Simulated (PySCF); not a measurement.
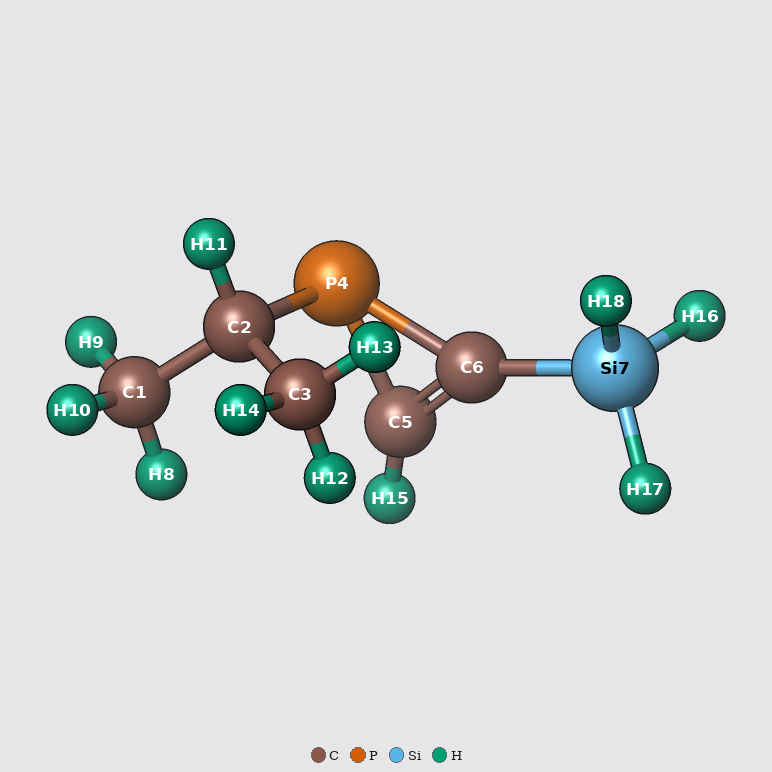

The atoms are numbered. The computed structure is the end point of a GFN2-xTB optimisation. No frequency run is at hand to confirm it as a minimum.

List the bonds and their lengths. Leave out bonds to hydrogen.

```csv
bond,length (Å),order
C1–C2,1.527,single
C2–C3,1.522,single
C2–P4,1.904,single
P4–C5,1.821,single
P4–C6,1.867,single
C5–C6,1.314,double
C6–Si7,1.867,single
```
